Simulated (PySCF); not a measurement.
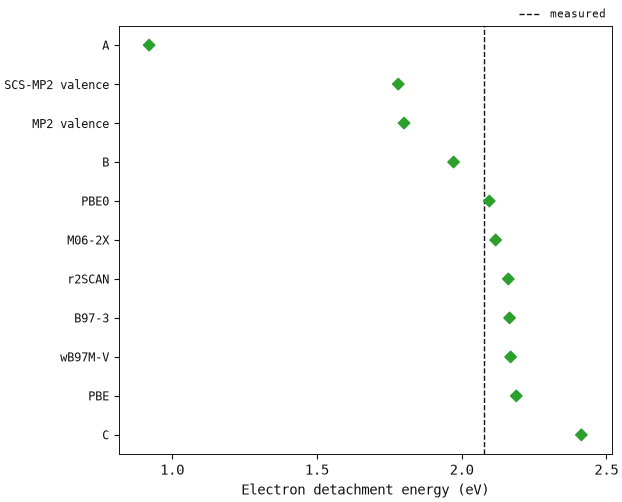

The electron detachment energy of S⁻ ([Ne] 3s² 3p⁵ → [Ne] 3s² 3p⁴) by several methods, in rising order. PySCF, dyall-av2z, non-relativistic, unrestricted single determinants, no spin-orbit coupling. Methods marked “valence” freeze 10 core electrons. The lettered entries are BHandHLYP, HF and LDA in some order.

### Match the letters to the methods.

A is HF (0.92 eV); B is BHandHLYP (1.97 eV); C is LDA (2.41 eV). The values run from 0.92 eV (HF) to 2.41 eV (LDA). The measured value is 2.08 eV; nearest to it come PBE0 (+0.02) and M06-2X (+0.04), furthest HF (−1.16 eV).

Note: highest occupied orbital is unbound.
